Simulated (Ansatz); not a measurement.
**ClFH3Si3 (charge +1): density, localisation and related maps**

```yaml
atoms:
  - { symbol: Cl, position_ang: [-0.2781, 0.8349, -1.6189] }
  - { symbol: F, position_ang: [-1.8931, -0.2933, 0.7821] }
  - { symbol: Si, position_ang: [-1.7895, 1.1642, 0.1051] }
  - { symbol: Si, position_ang: [-0.8138, 2.8225, 1.4826] }
  - { symbol: Si, position_ang: [-2.4388, 1.0024, -2.1918] }
  - { symbol: H, position_ang: [-0.6081, 3.9689, 0.5583] }
  - { symbol: H, position_ang: [0.4471, 2.2092, 1.9761] }
  - { symbol: H, position_ang: [-1.8248, 3.0832, 2.5394] }
```

Geometry: PBE0-D3(BJ)/def2-SVP.

Method: isolated molecule in a Gaussian basis; Kohn-Sham density functional theory, functional PBE0 (Ansatz 0.2.0).

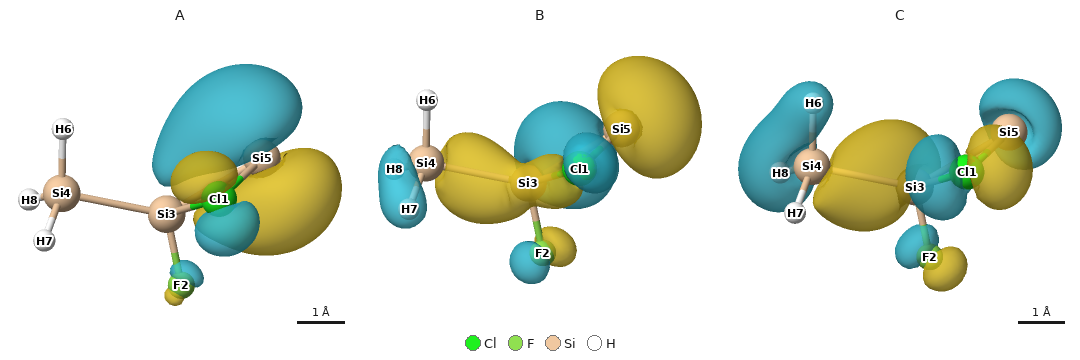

Figure 1. Three frontier orbitals at ±0.1 Å⁻³ᐟ² (yellow and cyan are the two phases), in no order.

Q: Order the three orbitals by energy and name them.

A: C is the HOMO−1 (−14.14 eV). Its weight (Hirshfeld) is mainly on Cl1 (about 25 %), Si4 (about 25 %), Si3 (about 25 %), Si5 (about 10 %) and H8 (about 10 %). B is the HOMO (−12.18 eV). Its weight (Hirshfeld) is mainly on Si5 (about 45 %), Si3 (about 30 %), Si4 (about 10 %) and Cl1 (about 10 %). A is the LUMO (−8.66 eV). By Hirshfeld shares it lies mainly on Si5 (about 75 %) and Cl1 (about 10 %).

Q: What is the HOMO–LUMO gap?

A: 3.52 eV between the orbital energies.

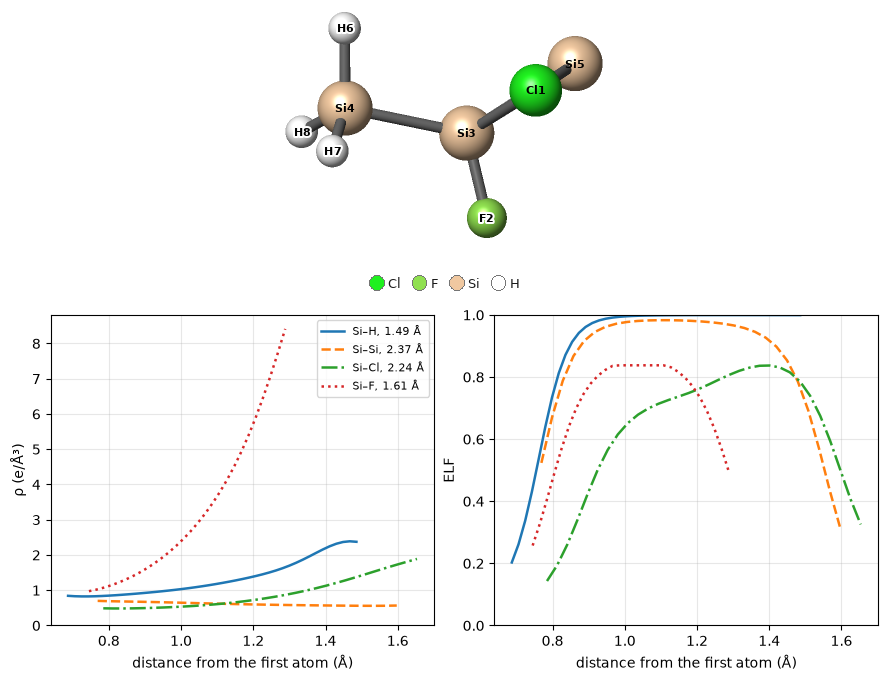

Figure 2. Total electron density and electron localisation function along straight lines between neighbouring atoms. The curves leave out the atomic cores. The structure is drawn too.

Q: Compare the contacts.

A: Si–H (1.49 Å): the density is about 0.83 e/Å³ at the midpoint; the ELF climbs to about 1 towards the hydrogen, as it does in any bond to H.
Si–Si (2.37 Å): ρ at the midpoint is about 0.6 e/Å³; the ELF peaks at about 1 between the atoms; a covalent bond.
Si–Cl (2.24 Å): ρ is about 0.63 e/Å³ halfway, with its minimum of 0.48 e/Å³ about 0.8 Å from Si; the ELF peaks at about 0.85 between the atoms (a polar covalent bond).
Si–F (1.61 Å): ρ at the midpoint is about 1.1 e/Å³; the ELF peaks at about 0.85 in the valence shell of F, 0.6 Å from its nucleus, and is about 0.50 at the midpoint.

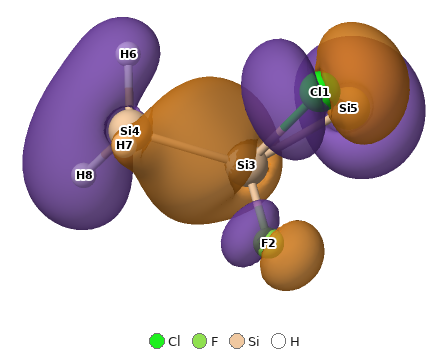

Figure 3. The HOMO−1 at ±0.06 Å⁻³ᐟ² (orange and purple are the two phases), seen across its widest extent.

Q: Describe this orbital and give its energy.

A: Its weight (Hirshfeld) is mainly on Cl1 (about 25 %), Si4 (about 25 %), Si3 (about 25 %), Si5 (about 10 %) and H8 (about 10 %). Its energy is −14.14 eV.
